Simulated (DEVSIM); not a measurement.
Device: Si p-i-n diode, at 300 K.

```
layer (left to right)  material  thickness (μm)  Nd (cm⁻³)  Na (cm⁻³)   τn (s)   τp (s)
---------------------  --------  --------------  ---------  ---------  -------  -------
1                            Si           0.900          -     1.2e17  0.00094  0.00094
2                            Si           0.280     7.2e12          -  0.00094  0.00094
3                            Si           0.390     1.4e18          -  0.00094  0.00094
```

Left contact: ohmic. Right contact: ohmic. Voltage is applied to the left contact. Recombination: SRH at mid-gap, radiative. Mobility is μmin + (μ − μmin)/(1 + (N/Nref)^α).

The device is made up for the run: typed textbook-type constants, with dimensions and the other settings drawn at random. Values at 300 K.

```tsv
parameter	Si
gap (eV)	1.124
affinity (eV)	4.05
permittivity	11.7
Nc (cm⁻³)	2.86e19
Nv (cm⁻³)	3.1e19
μn (cm²/Vs)	1417
μp (cm²/Vs)	470
μn,min	52
μp,min	45
Nref,n	9.7e16
Nref,p	2.2e17
αn	0.68
αp	0.72
B (cm³/s)	4.7e-15
```

Simulated with DEVSIM: 1D drift-diffusion, Boltzmann statistics, complete ionisation; no tunnelling, impact ionisation, image-force lowering or self-heating.

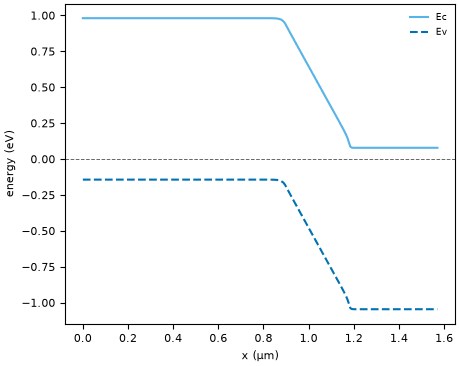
Fig. 1. Band edges at zero bias

Energies count from the Fermi level of the right contact; mesh points crowd at the junctions.

```csv
x (μm),Ec (eV),Ev (eV),n (cm⁻³),p (cm⁻³),field (V/cm)
0.000,0.980,-0.144,970,1.2e17,≈ 0
0.02171,0.980,-0.144,970,1.2e17,≈ 0
0.06541,0.980,-0.144,970,1.2e17,≈ 0
0.1430,0.980,-0.144,970,1.2e17,≈ 0
0.3683,0.980,-0.144,970,1.2e17,≈ 0
0.6145,0.980,-0.144,970,1.2e17,≈ 0
0.7641,0.980,-0.144,970,1.2e17,≈ 0
0.8537,0.979,-0.145,1000,1.1e17,-1100
0.8882,0.959,-0.165,2200,5.2e16,-16000
0.9065,0.912,-0.212,14000,8.4e15,-30000
0.9320,0.838,-0.286,240000,4.9e14,-29000
0.9992,0.647,-0.477,3.9e8,3.0e11,-28000
1.080,0.417,-0.707,2.8e12,4.2e7,-28000
1.134,0.264,-0.860,1.0e15,110000,-29000
1.173,0.141,-0.983,1.2e17,940,-42000
1.190,0.080,-1.044,1.3e18,< 1e2,-4600
1.220,0.078,-1.046,1.4e18,< 1e2,≈ 0
1.276,0.078,-1.046,1.4e18,< 1e2,≈ 0
1.411,0.078,-1.046,1.4e18,< 1e2,≈ 0
1.492,0.078,-1.046,1.4e18,< 1e2,≈ 0
1.538,0.078,-1.046,1.4e18,< 1e2,≈ 0
1.570,0.078,-1.046,1.4e18,< 1e2,≈ 0
```
